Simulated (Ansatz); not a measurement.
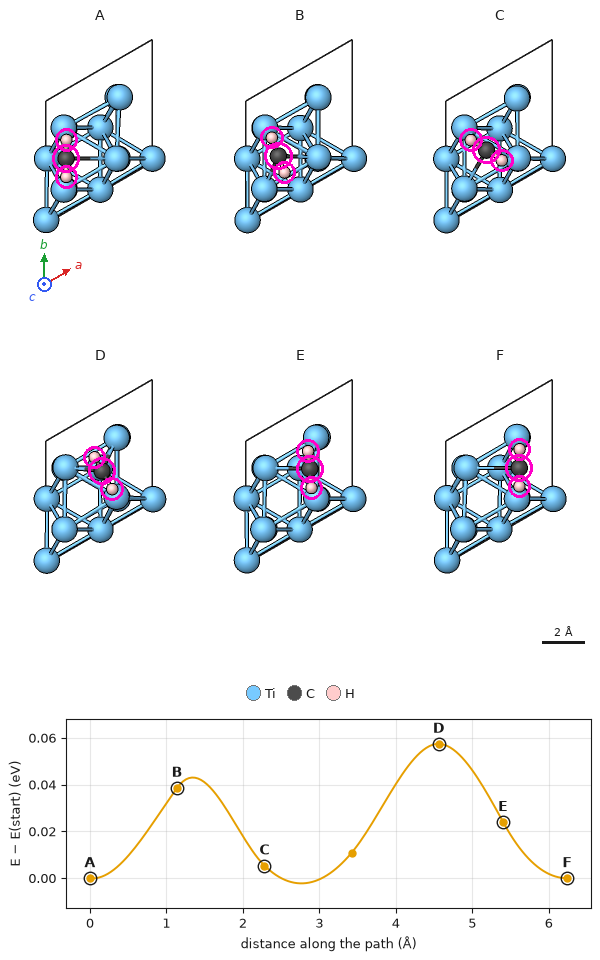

A nudged-elastic-band calculation for CH2 on Ti(0001) (15 atoms in the cell). Images are numbered from 0 (start) to 6 (end). Frames A to F are images 0, 1, 2, 4, 5, 6. The picture is a ball-and-stick view of the simulation cell, with the vacuum cut short (origin moved), seen along the c axis. The atoms that move most are ringed. Bonds to atoms that aren't drawn are left out.

All numbers below come from Ansatz 0.2.0, DFT PBE, scalar-relativistic, plane waves, PAW.

Input
```yaml
crystal:
  lattice:
    - [5.9, 0.0, 0.0]
    - [2.95, 5.10955, 0.0]
    - [0.0, 0.0, 17.6846]
  atoms:
    - { symbol: Ti, position: [0.0, 0.0, 0.0565464] }
    - { symbol: Ti, position: [0.5, 0.0, 0.0565464] }
    - { symbol: Ti, position: [0.0, 0.5, 0.0565464] }
    - { symbol: Ti, position: [0.5, 0.5, 0.0565464] }
    - { symbol: Ti, position: [-0.17275858, 0.33631653, 0.17954128] }
    - { symbol: Ti, position: [0.33613086, 0.32900545, 0.18193015] }
    - { symbol: Ti, position: [-0.16350827, 0.83176573, 0.17825845] }
    - { symbol: Ti, position: [0.33660444, 0.83466421, 0.18187937] }
    - { symbol: Ti, position: [-0.00649035, 0.00518293, 0.30664799] }
    - { symbol: Ti, position: [0.52035428, -0.01021788, 0.30913206] }
    - { symbol: Ti, position: [-0.00676749, 0.5011631, 0.30667054] }
    - { symbol: Ti, position: [0.48821035, 0.50582884, 0.31099157] }
    - { symbol: C, position: [1.01535854, 0.74253651, 0.38767136] }
    - { symbol: H, position: [1.0180281, 0.89270338, 0.42549199] }
    - { symbol: H, position: [1.0166882, 0.59176046, 0.42604954] }
basis:
  ecutwfc: 420.0
kpoints:
  mp_grid: { grid: [4, 4, 1] }
hamiltonian:
  xc: pbe
scf:
  occupations: { method: gaussian, width: 0.05 }
  lower_state_search: "off"
neb:
  images: 5
  f_tol: 0.03
  initial_path: idpp
  max_iterations: 54
  constraints: [{ sites: [0, 1, 2, 3] }]
  final_atoms:
    - { symbol: Ti, position: [0.0, 0.0, 0.0565464] }
    - { symbol: Ti, position: [0.5, 0.0, 0.0565464] }
    - { symbol: Ti, position: [0.0, 0.5, 0.0565464] }
    - { symbol: Ti, position: [0.5, 0.5, 0.0565464] }
    - { symbol: Ti, position: [-0.16386914, 0.32900545, 0.18193015] }
    - { symbol: Ti, position: [0.32724142, 0.33631653, 0.17954128] }
    - { symbol: Ti, position: [-0.16339556, 0.83466421, 0.18187937] }
    - { symbol: Ti, position: [0.33649173, 0.83176573, 0.17825845] }
    - { symbol: Ti, position: [0.02035428, -0.01021788, 0.30913206] }
    - { symbol: Ti, position: [0.49350965, 0.00518293, 0.30664799] }
    - { symbol: Ti, position: [-0.01178965, 0.50582884, 0.31099157] }
    - { symbol: Ti, position: [0.49323251, 0.5011631, 0.30667054] }
    - { symbol: C, position: [1.51535854, 0.74253651, 0.38767136] }
    - { symbol: H, position: [1.5180281, 0.89270338, 0.42549199] }
    - { symbol: H, position: [1.5166882, 0.59176046, 0.42604954] }
  order_check: true
```

Launched with:
```bash
ansatz run input.yaml --threads 4 --pin off --max-ram 10240MiB --backend cpu --events-out ev --progress --plain --runs-dir out
```

Question: Read off the barrier and say what moves.

Answer: The path has more than one stage, and so few images may leave a stage unresolved. An H atom travels furthest, 2.95 Å from end to end, on a path that bends up to 0.25 Å away from the straight line. It doesn't move alone: C (2.95 Å), H (2.95 Å) move with it. The barrier is about 0.057 eV in both directions, with image 4 at the top; the ends have the same energy. The profile has 2 maxima (images 1, 4) with a dip at image 2 (+0.005 eV), so the process runs in steps. The band converged in 10 iterations. The largest component of the band force went from 2.3 to 0.025 eV/Å. The climbing image converged on the top of the path. A check of its curvatures didn't confirm a first-order saddle.

Limits of the set-up: the periodic images lie only 5.9 Å apart, so the values are limited by the cell's size.

Cost: 14 min on 4 threads of Intel(R) Xeon(R) Platinum 8259CL CPU @ 2.50GHz (Skylake/Cascade Lake), with other jobs on the host, peak memory 3 GiB.
